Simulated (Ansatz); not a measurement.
Reaction (SMILES): C=O (CH2-O) → [CH-]=O + H+
B3LYP-D3(BJ)/def2-TZVP geometries, fixed; electronic energies without zero-point terms.
Largest species:
```xyz
4

O     -0.0009    -0.0102     0.6728
C      0.0007     0.0079    -0.5259
H     -0.0027     0.9554    -1.0993
H      0.0057    -0.9218    -1.1276
```
Charge 0, spin multiplicity 1.

Basis-set convergence of the deprotonation energy at r2SCAN with Ansatz (a first-principles code). All functions are spherical. The program fits the integrals of some runs and decomposes those of others, by size. No added dispersion term, no relativity. Functions are those of the species that has most. Reference: the value in aug-pcseg-3, 400.80 kcal/mol, itself unsure by roughly 1.77 kcal/mol (its mean distance from aug-cc-pVQZ, def2-QZVPPD). Deviations are taken from unrounded values.

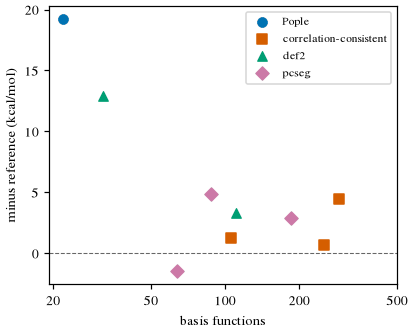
Figure: Deviation from the reference against the number of basis functions, by family of sets.

| basis | functions | deprotonation energy (kcal/mol) | minus reference (kcal/mol) |
|---|---|---|---|
| 6-31G | 22 | 420.05 | 19.26 |
| def2-SV(P) | 32 | 413.71 | 12.91 |
| aug-pcseg-1 | 64 | 399.30 | -1.50 |
| pcseg-2 | 88 | 405.69 | 4.90 |
| jun-cc-pV(T+d)Z | 106 | 402.02 | 1.22 |
| def2-TZVPPD | 111 | 404.13 | 3.34 |
| pcseg-3 | 186 | 403.70 | 2.90 |
| aug-cc-pVQZ | 252 | 401.48 | 0.68 |
| cc-pV5Z | 292 | 405.22 | 4.43 |
